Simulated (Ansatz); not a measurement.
```yaml
atoms:
  - { symbol: C, position_ang: [-0.2497, 0.5951, 1.3076] }
  - { symbol: C, position_ang: [-0.2948, -0.2173, 0.0361] }
  - { symbol: C, position_ang: [0.8518, -1.1929, -0.0942] }
  - { symbol: F, position_ang: [-1.4819, -0.9503, 0.0235] }
  - { symbol: C, position_ang: [-0.3794, 0.6682, -1.2038] }
  - { symbol: F, position_ang: [-1.3825, 1.5659, -1.0899] }
  - { symbol: F, position_ang: [0.7763, 1.3657, -1.3487] }
  - { symbol: H, position_ang: [-0.2138, -0.0762, 2.1665] }
  - { symbol: H, position_ang: [-1.1337, 1.2271, 1.3873] }
  - { symbol: H, position_ang: [0.6383, 1.2290, 1.3205] }
  - { symbol: H, position_ang: [0.7663, -1.7694, -1.0178] }
  - { symbol: H, position_ang: [0.8329, -1.8856, 0.7481] }
  - { symbol: H, position_ang: [1.8065, -0.6664, -0.0959] }
  - { symbol: H, position_ang: [-0.5494, 0.0781, -2.1104] }
```

Geometry: PBE0-D4/def2-TZVP.

Level of theory: RKS PBE0-D4/def2-TZVPP in Ansatz.

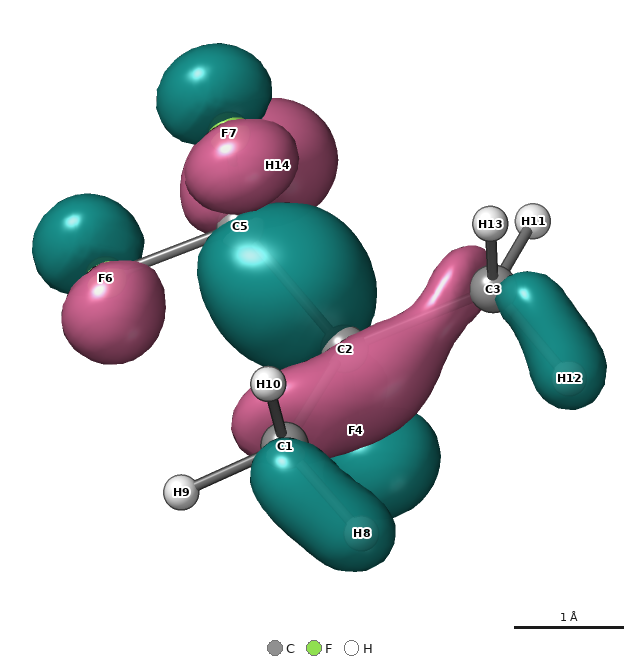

C4H7F3 (SMILES CC(C)(F)C(F)F). The HOMO at ±0.15 Å⁻³ᐟ² (teal and pink are the two phases), seen at a tilt.

### Describe this orbital and give its energy.

Its weight (Hirshfeld) is mainly on C5 (about 20 %), C2 (about 15 %), F4 (about 15 %), F6 (about 10 %), F7 (about 10 %) and C1 (about 5 %). Its energy is −9.25 eV.
